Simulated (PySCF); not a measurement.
B3H5N3O2 (doublet)

Input file:

```
{"job": {"kind": "epr"}, "charge": 0, "multiplicity": 2}
N      0.292297    -1.180110     0.168374
B     -1.123888    -1.062045     0.043999
N     -1.653504     0.249082    -0.161867
B     -0.841467     1.419487    -0.242968
N      0.571444     1.246883    -0.111131
B      1.123040    -0.041436     0.092510
O      2.541227    -0.124729     0.213814
O      2.994474    -1.337914     0.405535
H      0.738108    -2.077686     0.318390
H     -1.843407    -2.029560     0.109855
H     -2.655489     0.353306    -0.252638
H     -1.322906     2.513497    -0.415782
H      1.184928     2.050486    -0.161159
```

Launched as:

```sh
OMP_NUM_THREADS=1 python cluster_run.py task.json out
```

Geometry: PBE0-D3(BJ)/def2-SVP.

Computed with UKS B3LYP, IGLO-III on B N O, pcH-1 on H, non-relativistic, mean-field spin-orbit, GIAO (PySCF).

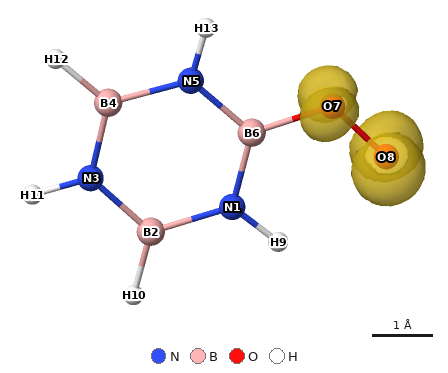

Figure 1. Isosurfaces of the spin density (α minus β) at +0.08 (yellow) and −0.08 e/Å³ (cyan), seen at a tilt.

Q: Which atoms carry the spin?

A: The unpaired spin (1 electron) lies mostly on O8 (about 0.7) and O7 (about 0.3), in electrons by Hirshfeld's partition. Only one sign reaches the isovalue.

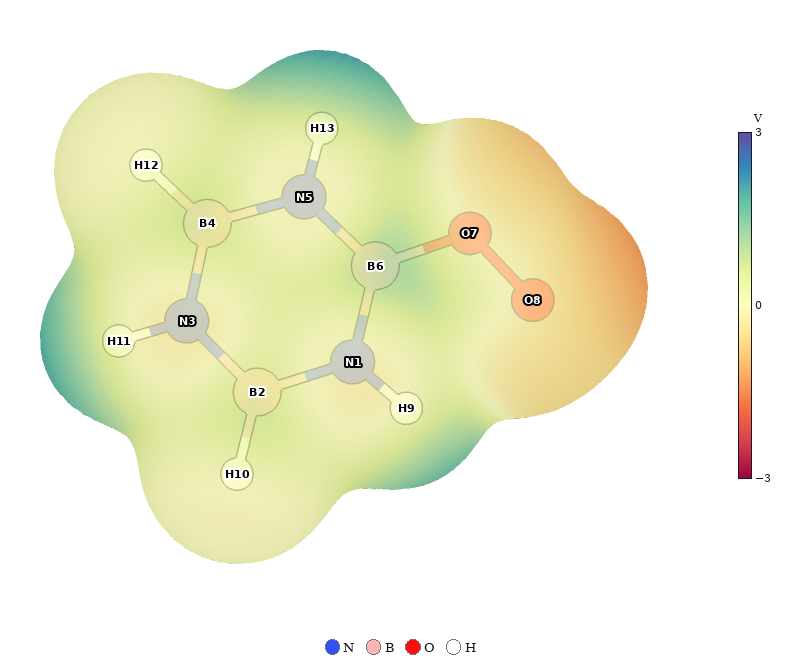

Figure 2. The electrostatic potential painted on the density surface at 0.002 e/bohr³, seen across its widest extent; red is negative and blue positive.

Q: Describe the electrostatic potential map.

A: The most negative region (about −1.3 V, or −30 kcal/mol for a unit charge) lies over O8, the most positive (about +2.0 V, or +46 kcal/mol for a unit charge) over H11 and H13. O8 is the likeliest acceptor of a hydrogen bond.

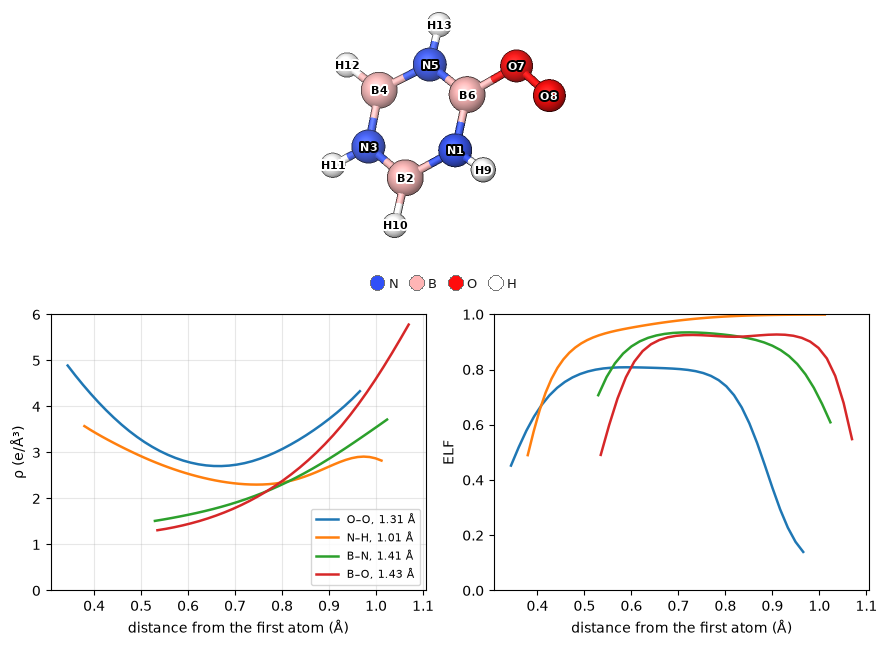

Figure 3. Electron density and ELF along straight lines between neighbouring atoms. The curves leave out the atomic cores. The structure is drawn too.

Q: What can be read from the curves?

A: O–O (1.31 Å): the density is about 2.7 e/Å³ at the midpoint; the ELF peaks at about 0.80 between the atoms; localised, covalent bonding.
N–H (1.01 Å): ρ at the midpoint is about 2.9 e/Å³; the ELF climbs to about 1 towards the hydrogen, as it does in any bond to H: an ordinary covalent bond to hydrogen.
B–N (1.41 Å): the density is about 1.9 e/Å³ at the midpoint; the ELF peaks at about 0.95 between the atoms, as expected for a short, strongly polar bond.
B–O (1.43 Å): ρ is about 1.9 e/Å³ halfway; the ELF peaks at about 0.95 between the atoms, as expected for a shared but strongly polarised pair.
